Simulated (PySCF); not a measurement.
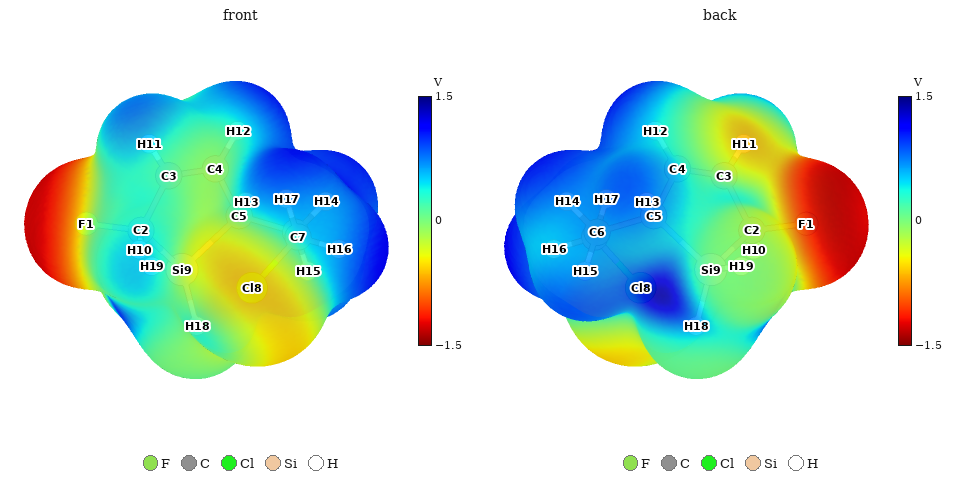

Figure 1: C6H10ClFSi. The electrostatic potential painted on the density surface at 0.002 e/bohr³, seen from the front and from behind; the colour scale runs from red (negative) to blue (positive).

Geometry: GFN2-xTB.

Method: PBE0/pcSseg-1, SCF density, gas phase, non-relativistic (PySCF).

```xyz
19

F     2.5724    1.0165    1.9148
C     1.3435    0.5133    1.4910
C     1.5455   -0.7637    0.7325
C     0.9889   -0.8844   -0.4613
C     0.1695    0.2475   -1.0161
C    -1.2860   -0.1777   -1.2565
C    -1.8977   -0.9593   -0.1072
Cl   -1.9337    0.0010    1.3890
Si    0.4908    1.6806    0.2219
H     0.7855    0.3317    2.4162
H     2.1568   -1.5319    1.1827
H     1.0854   -1.7838   -1.0548
H     0.5717    0.5152   -1.9990
H    -1.3353   -0.8313   -2.1335
H    -1.8915    0.7064   -1.4637
H    -2.9290   -1.2344   -0.3287
H    -1.3153   -1.8536    0.1144
H    -0.6501    2.4545    0.6900
H     1.5189    2.5628   -0.3392
```

**Where is the surface potential most negative and most positive?**

The most negative region (about −1.3 V) lies over F1, the most positive (about +1.2 V) over Si9 and H16. Cl8 shows a σ-hole: about +0.3 V at the tip opposite its bond, against about −0.4 V on its flanks.

**What dipole moment does the calculation give?**

Its dipole moment is 3.73 D.
